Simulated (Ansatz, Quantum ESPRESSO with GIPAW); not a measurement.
**Solid-state NMR of NaCl by GIPAW**

Aim: the magnetic shielding of every site in NaCl.

Method: DFT, PBE, plane-wave PAW (pslibrary 1.0.0 recipes), scalar-relativistic, GIPAW; a patched development version of the program, in Quantum ESPRESSO with GIPAW 8.0dev (patched build).

The database entry behind the starting cell differs from later determinations by our own check (an axis about 0.4 % short against later determinations), so it need not match the best structure at ambient conditions.

### 1. The starting structure

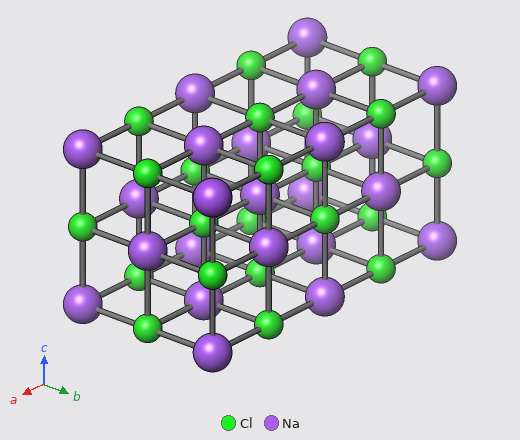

Start, viewed from a free direction; chlorine green, sodium purple. 2×1×1 cells are drawn. This picture shows the conventional cell, with its axes. Some periodic images of atoms are drawn too.

The cell is an entry of the Crystallography Open Database; it need not be the form that is stable at ambient conditions.

### 2. Self-consistent run

GIPAW is a response on top of the ground state, so the wavefunctions come first. Their errors pass straight into the induced current, hence the tight threshold. No empty states are asked for: the response is solved without them. The mesh has a spacing of 0.33 Å⁻¹ at most. The PAW files were made with ld1.x from the pslibrary 1.0.0 recipes, with GIPAW reconstruction switched on.

scf.in

```
&control
  calculation = 'scf'
  prefix = 'x'
  outdir = './tmp/'
  pseudo_dir = './'
/
&system
  ibrav = 0
  nat = 2
  ntyp = 2
  ecutwfc = 75
  ecutrho = 450
  nbnd = 8
/
&electrons
  conv_thr = 1.0d-10
  mixing_beta = 0.7
  electron_maxstep = 100
/
ATOMIC_SPECIES
  Cl 35.450 Cl.pbe-n-kjpaw_psl.1.0.0-gipaw.UPF
  Na 22.990 Na.pbe-spn-kjpaw_psl.1.0.0-gipaw.UPF
CELL_PARAMETERS angstrom
  0.00000000 2.81000000 2.81000000
  2.81000000 0.00000000 2.81000000
  2.81000000 2.81000000 0.00000000
ATOMIC_POSITIONS crystal
  Cl 0.50000000 0.50000000 0.50000000
  Na 0.00000000 0.00000000 0.00000000
K_POINTS automatic
  6 6 6 0 0 0
```

Started as:

```bash
> mpirun -np 4 pw.x -nk 4 -in scf.in > scf.out
```

The program printed:

```text
using ibrav=0 with symmetry is DISCOURAGED, use correct ibrav instead

     bravais-lattice index     =            0
     lattice parameter (alat)  =       7.5097  a.u.
     unit-cell volume          =     299.4646 (a.u.)^3
     number of atoms/cell      =            2
     number of atomic types    =            2
     number of electrons       =        16.00
     number of Kohn-Sham states=            8
     kinetic-energy cutoff     =      75.0000  Ry
     charge density cutoff     =     450.0000  Ry
     scf convergence threshold =      1.0E-10
     mixing beta               =       0.7000
     number of iterations used =            8  plain     mixing
     Exchange-correlation= SLA-PW-PBX-PBC
                           (   1   4   3   4   0   0   0)
[...]
Cl                7.00    35.45000     Cl( 1.00)
     Na                9.00    22.99000     Na( 1.00)

     48 Sym. Ops., with inversion, found
[...]
number of k points=    16
[...]
Dense  grid:    48359 G-vectors     FFT dimensions: (  54,  54,  54)

     Smooth grid:    26301 G-vectors     FFT dimensions: (  45,  45,  45)

     Initial potential from superposition of free atoms

     starting charge      15.9937, renormalised to      16.0000
     Starting wfcs are    9 randomized atomic wfcs

     Self-consistent Calculation

     iteration #  1     ecut=    75.00 Ry     beta= 0.70
     Davidson diagonalization with overlap
     ethr =  1.00E-02,  avg # of iterations =  1.0

     Threshold (ethr) on eigenvalues was too large:
     Diagonalizing with lowered threshold

     Davidson diagonalization with overlap
     ethr =  4.70E-04,  avg # of iterations =  2.2

     total energy              =    -188.82563348 Ry
     estimated scf accuracy    <       0.05340554 Ry

     iteration #  2     ecut=    75.00 Ry     beta= 0.70
     Davidson diagonalization with overlap
     ethr =  3.34E-04,  avg # of iterations =  2.5

     total energy              =    -188.84352725 Ry
     estimated scf accuracy    <       0.01092778 Ry

     iteration #  3     ecut=    75.00 Ry     beta= 0.70
[...]
total energy              =    -188.84571555 Ry
     estimated scf accuracy    <       0.00040480 Ry

[...]
total energy              =    -188.84624699 Ry
[...]
iteration # 18     ecut=    75.00 Ry     beta= 0.70
     Davidson diagonalization with overlap
     ethr =  2.54E-12,  avg # of iterations =  1.8

     total energy              =    -188.84624699 Ry
     estimated scf accuracy    <          1.2E-10 Ry

     iteration # 19     ecut=    75.00 Ry     beta= 0.70
     Davidson diagonalization with overlap
     ethr =  7.81E-13,  avg # of iterations =  1.9

     End of self-consistent calculation
     [one-electron energies left out]

!    total energy              =    -188.84624699 Ry
     total all-electron energy =     -1248.133261 Ry
     estimated scf accuracy    <          6.9E-11 Ry

     The total energy is the sum of the following terms:
     one-electron contribution =     -80.50820473 Ry
     hartree contribution      =      46.99292389 Ry
     xc contribution           =     -25.67839845 Ry
     ewald contribution        =     -69.05088543 Ry
     one-center paw contrib.   =     -60.60168227 Ry

     convergence has been achieved in  19 iterations
[...]
JOB DONE.
```

Elapsed: 8.2 s, on 4 MPI ranks of Intel Xeon 6975P-C (Granite Rapids), shared host; peak memory 0.44 GiB; 32 s of CPU time.

It converged in 19 cycles to an estimated accuracy of 7e-11 Ry, on 16 irreducible k-points.

### 3. GIPAW: job nmr

A uniform field breaks periodicity, so gipaw.x applies it as a wave of small q and takes the limit. It solves for the first-order states, builds the induced current and gets the field at each nucleus by Biot–Savart; the PAW spheres add what the smooth waves miss near the nuclei. pawproj makes the reconstruction use the PAW data sets' own projectors.

nmr.in

```
&inputgipaw
  job = 'nmr'
  prefix = 'x'
  tmp_dir = './tmp/'
  restart_mode = 'from_scratch'
  verbosity = 'low'
  q_gipaw = 0.01
  spline_ps = .true.
  conv_threshold = 1.0d-14
  use_nmr_macroscopic_shape = .false.
  pawproj(1) = .true.
  pawproj(2) = .true.
/
```

Started as:

```bash
> mpirun -np 4 gipaw.x -in nmr.in > nmr.out
```

The program printed:

```text
[banner, memory and clock lines left out]
[a note of our patched build left out]

     Parallelizing q-star over 1 images

     IMPORTANT: XC functional enforced from input :
     Exchange-correlation= PBE
                           (   1   4   3   4   0   0   0)
     Any further DFT definition will be discarded
     Please, verify this is what you really want

[...]
alpha_pv=     97.7940 eV

     spline_ps is .false., expect some extrapolation errors

     q-space interpolation up to    90.00 Rydberg

     GIPAW job: nmr
     NMR macroscopic correction: no
[...]
Computing the magnetic susceptibility     isolve=0    ethr=  0.1000E-13
     Starting from scratch
     k-point #    1 of    16      pool #  1    cpu time:       0.7
[...]
End of magnetic susceptibility calculation

     f-sum rule (1st term):
           -13.9595          0.0000         -0.0000
             0.0000        -13.9595          0.0000
            -0.0000          0.0000        -13.9595

     f-sum rule (2nd term):
            -0.5366          0.0000          0.0000
             0.0000         -0.5366         -0.0000
             0.0000          0.0000         -0.5366

     f-sum rule (should be   -14.4937):
           -14.4961          0.0000         -0.0000
             0.0000        -14.4961         -0.0000
            -0.0000          0.0000        -14.4961

[... susceptibilities left out ...]
     Contributions to the NMR chemical shifts: -------------------------------

     Macroscopic shape contribution in ppm:                    0.00
             0.0000          0.0000          0.0000
             0.0000          0.0000          0.0000
             0.0000          0.0000          0.0000

     Core contribution in ppm:

     Atom  1  Cl  pos: (  0.707107  0.707107  0.707107)  core sigma:        1050.85
     Atom  2  Na  pos: (  0.000000  0.000000  0.000000)  core sigma:         377.27

     Bare contribution in ppm:

     Atom  1  Cl  pos: (  0.707107  0.707107  0.707107)  bare sigma:          85.95
[...]
Atom  2  Na  pos: (  0.000000  0.000000  0.000000)  bare sigma:         124.21
[...]
Diamagnetic contribution in ppm:

     Atom  1  Cl  pos: (  0.707107  0.707107  0.707107)  dia sigma:          -8.13
[...]
Atom  2  Na  pos: (  0.000000  0.000000  0.000000)  dia sigma:         108.40
[...]
Paramagnetic contribution in ppm:

     Atom  1  Cl  pos: (  0.707107  0.707107  0.707107)  para sigma:        -317.70
[...]
Atom  2  Na  pos: (  0.000000  0.000000  0.000000)  para sigma:         594.64
[...]
Paramagnetic US occ-occ contribution in ppm:

     Atom  1  Cl  pos: (  0.707107  0.707107  0.707107)  para_oo sigma:          -0.84
[...]
Atom  2  Na  pos: (  0.000000  0.000000  0.000000)  para_oo sigma:          -2.17
[...]
Paramagnetic US L_R Q_R contribution in ppm:

     Atom  1  Cl  pos: (  0.707107  0.707107  0.707107)  para_lq sigma:         153.52
[...]
Atom  2  Na  pos: (  0.000000  0.000000  0.000000)  para_lq sigma:        -665.21
[...]
Total NMR chemical shifts in ppm: ---------------------------------------
     (adopting the Simpson convention for anisotropy and asymmetry)-----------

     Atom  1  Cl  pos: (  0.707107  0.707107  0.707107)  Total sigma:         963.65
           963.6472         -0.0000         -0.0000
            -0.0000        963.6472         -0.0000
            -0.0000         -0.0000        963.6472

     Cl      1    anisotropy:      0.00    eta:    0.0000
[...]
Atom  2  Na  pos: (  0.000000  0.000000  0.000000)  Total sigma:         537.14
           537.1379         -0.0000          0.0000
            -0.0000        537.1379          0.0000
             0.0000          0.0000        537.1379

     Na      2    anisotropy:      0.00    eta:    0.0000
[...]
```

Run time: 51 s. Hardware: 4 MPI ranks; peak memory 0.35 GiB; 3.4 min of CPU time.

The f-sum rule is met to 0.0024 of 14.5 (0.02 %). Converged shieldings require that this miss be small, but a small miss does not prove them.

From the symmetric part of each tensor, with principal values σ11 ≤ σ22 ≤ σ33: σ_iso is their mean, the span is σ33 − σ11 and the skew 3(σ_iso − σ22)/span. (gipaw.x prints an anisotropy in another convention.)

```
site  atom no.  atoms in cell  σ_iso (ppm)  span (ppm)  skew
  Cl         1              1        963.6         0.0     -
  Na         2              1        537.1         0.0     -
```

The macroscopic shape term is switched off. For a spherical sample the valence susceptibility of this run would add about 9 ppm to every site, a rough estimate, since the susceptibility converges slowly and lacks part of the PAW terms. Differences within the crystal don't depend on it, but shieldings of different compounds can't be compared to better than a few ppm without it.

Cl and Na sit on cubic site symmetry, where the tensor must be isotropic.

The quadrupolar nuclei (23Na and 35Cl) sit on sites where the field gradient vanishes by symmetry, so they have no quadrupolar coupling.

### 4. From shieldings to shifts

Covalently bonded atoms count as neighbours within 1.18 times the sum of their radii. Otherwise a cation's neighbours lie within 1.2 times its shortest bond (1.3 for large cations, each anion's radius taken off where they differ), and an anion's are the cations that count it.

```
site  atom no.  atoms in cell  surroundings  bonds (Å)  σ_iso (ppm)
  Cl         1              1  bound to Na6      2.810        963.6
  Na         2              1         NaCl6      2.810        537.1
```

### 5. Other settings and structures

Each row names what was changed: another mesh tests the sampling of the zone; another functional shows how far the paramagnetic term hangs on the exchange-correlation form; another cutoff tests the basis.

Changes of σ_iso (ppm) against the run above (PBE, cutoffs 75 and 450 Ry, mesh 6×6×6, 3.9 min). Times are CPU times of pw.x and gipaw.x together, on 4 MPI ranks of Intel Xeon 6975P-C (Granite Rapids), shared host; on a shared host they are rough. A run is marked as doubtful where the f-sum miss passes 0.015 electrons, or that much for each three atoms in larger cells (with Tl, Pb, Hg, Bi or Sn a third of that, or a mesh spacing over 0.26 Å⁻¹), or where the susceptibility is unphysically large.

```
                                      run  CPU time  f-sum miss     Cl     Na
                               mesh 7×7×7   4.3 min      0.0018   +0.6   +0.1
                                      LDA   3.2 min      0.0028  -36.4  -10.3
cutoffs 55 and 330 Ry (coarse on purpose)   1.7 min       0.011   -0.0   -2.4
                      mesh 4×4×4 (marked)   1.9 min       0.026  -16.0   -1.8
                                 Wu-Cohen   3.4 min      0.0026  -11.0   -1.3
                    cutoffs 90 and 540 Ry   3.6 min      5.0e-4   +0.0   +1.5
```

The largest move is -36.4 ppm, on Cl, from LDA.

### 6. What goes wrong with a poor setting

One more run, with a slip of the kind that is easily made.

scf.in, as its differences from that of step 2:

```diff
@@ -20,4 +20,4 @@
 ATOMIC_SPECIES
-  Cl 35.450 Cl.pbe-n-kjpaw_psl.1.0.0-gipaw.UPF
-  Na 22.990 Na.pbe-spn-kjpaw_psl.1.0.0-gipaw.UPF
+  Cl 35.450 Cl.pbe-n-kjpaw_psl.1.0.0.UPF
+  Na 22.990 Na.pbe-spn-kjpaw_psl.1.0.0.UPF
 CELL_PARAMETERS angstrom
```

Started as:

```bash
> mpirun -np 4 pw.x -nk 4 -in scf.in > scf.out
```

This SCF reached its threshold; then the response:

nmr.in, as its differences from that of step 3:

```diff
@@ -10,4 +10,2 @@
   use_nmr_macroscopic_shape = .false.
-  pawproj(1) = .true.
-  pawproj(2) = .true.
 /
```

Started as:

```bash
> mpirun -np 4 gipaw.x -in nmr.in > nmr.out
```

The program printed:

```text
[banner, memory and clock lines left out]
[a note of our patched build left out]

     Parallelizing q-star over 1 images

     IMPORTANT: XC functional enforced from input :
     Exchange-correlation= PBE
                           (   1   4   3   4   0   0   0)
     Any further DFT definition will be discarded
     Please, verify this is what you really want

     WARNING: the pseudopotential of Cl has no GIPAW data: results for this element lack core and reconstruction terms
     WARNING: the pseudopotential of Na has no GIPAW data: results for this element lack core and reconstruction terms
[...]
alpha_pv=     97.7940 eV

     spline_ps is .false., expect some extrapolation errors

     q-space interpolation up to    90.00 Rydberg

     GIPAW job: nmr
     NMR macroscopic correction: no
[...]
Computing the magnetic susceptibility     isolve=0    ethr=  0.1000E-13
     Starting from scratch
     k-point #    1 of    16      pool #  1    cpu time:       0.7
[...]
End of magnetic susceptibility calculation

[...]
Paramagnetic contribution in ppm:

     Atom  1  Cl  pos: (  0.707107  0.707107  0.707107)  para sigma:           0.00
[...]
Atom  2  Na  pos: (  0.000000  0.000000  0.000000)  para sigma:           0.00
[...]
Paramagnetic US occ-occ contribution in ppm:

     Atom  1  Cl  pos: (  0.707107  0.707107  0.707107)  para_oo sigma:           0.00
[...]
Atom  2  Na  pos: (  0.000000  0.000000  0.000000)  para_oo sigma:           0.00
[...]
Paramagnetic US L_R Q_R contribution in ppm:

     Atom  1  Cl  pos: (  0.707107  0.707107  0.707107)  para_lq sigma:           0.00
[...]
Atom  2  Na  pos: (  0.000000  0.000000  0.000000)  para_lq sigma:           0.00
[...]
Total NMR chemical shifts in ppm: ---------------------------------------
     (adopting the Simpson convention for anisotropy and asymmetry)-----------

     Atom  1  Cl  pos: (  0.707107  0.707107  0.707107)  Total sigma:          85.95
[...]
Cl      1    anisotropy:      0.00    eta:    0.0000
[...]
Atom  2  Na  pos: (  0.000000  0.000000  0.000000)  Total sigma:         124.21
[...]
Na      2    anisotropy:     -0.00    eta:    0.0000
[...]
```

It took 44 s on 4 MPI ranks; peak memory 0.34 GiB.

The run ends without an error, but the fault (files without GIPAW data) moves σ_iso of Cl by -877.7 ppm (both without the shape term); the f-sum rule is missed by 0.0024 electrons. Its numbers are not to be used. Without partial waves and core orbitals the core and reconstruction terms are missing.

### 7. What came out

| Item | Value |
| --- | --- |
| 23Na shielding without shape term | 537.1 ppm |
| 35Cl shielding without shape term | 963.6 ppm |

In words: 23Na has one site (NaCl6), with isotropic shielding 537.1 ppm (shape term left out). A shift needs a reference, δ = σ_ref − σ, fixed on measured compounds; for 23Na of this kind at this level too few were at hand, or they scattered too widely about a line, so none is given. Going to mesh 7×7×7 changes no isotropic shielding by more than 0.63 ppm, so the main run is converged in that respect. Going to cutoffs 90 and 540 Ry changes no isotropic shielding by more than 1.5 ppm, a first measure of the error left in that respect. The cheaper run with cutoffs 55 and 330 Ry takes about 45 % of the time and is off by 2.4 ppm on Na. The largest change with the functional is 36.4 ppm in absolute shielding; part of that drops out once each functional has its own reference line. This build of gipaw.x prints that it is not audited and that its numbers are no references by themselves. It also reports spline_ps as false although the input sets it; why was not traced.

[Banner, clock, file and message-heading lines were taken out of the pw.x and gipaw.x logs.]

[Logs are printed without paths, hosts, clocks, repeated set-up lines and the standing remarks that a program may print on its own settings, such as how far it seeks lower states.]

[Hosts, paths, dates, database ids (printed as entryN), source tags and the programs' standing remarks are cut or masked in the printed files.]

[Where no reference line passes its bar on scatter, no shift is given, so a measured shift of this compound may stand uncompared.]
